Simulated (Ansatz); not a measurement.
# A thicker film of HfO2 (110) from two thinner ones

In a field along its normal an insulating film takes a dipole p. Written as a length, p/(ε₀AE), it should grow by 1 − 1/ε for each ångström added.

How it was computed: Ansatz 0.2.0, plane waves with PAW datasets (its set soft_2), LDA; fluorite films relaxed at a bulk in-plane lattice constant near the measured one, then held in weak fields of both signs with a dipole correction (A is the cell's area, E the outer field).

| run | distance between the outer atoms (Å) | p/(ε₀AE) (Å) |
| --- | --- | --- |
| 4 units | 5.319 | 6.087 |
| 6 units | 8.787 | 8.973 |
| 9 units | 13.991 | ? |

**Question.** What value belongs in the row marked “?”, and how far can the other rows tell?

Two rows fix a line: slope = (8.973 − 6.087) / (8.787 − 5.319) = 0.8322, intercept 1.6605. That slope means ε = 1/(1 − 0.8322) = 5.96. At 13.991 it gives 0.8322 × 13.991 + 1.6605 = 13.304 Å, beyond the rows fitted. Rounding of the rows alone allows about ±0.004 Å there; two rows can't show whether the line holds.

The run itself gives 13.275 Å: a miss of −0.029 Å, or 0.2 % of the value. The length is met to within 1 %, though ε is more sensitive than the length: the two thickest films give ε = 5.77.

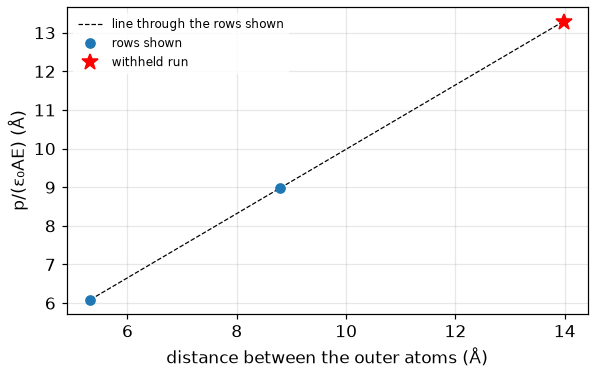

The fit and the withheld run.

**Limits.** This is the electronic response alone. A unit is one step of the cut along the normal (a plane, a pair of planes or a cell), and the layers relax along it, away from their bulk spacing where the functional's lattice constant differs from the one held.
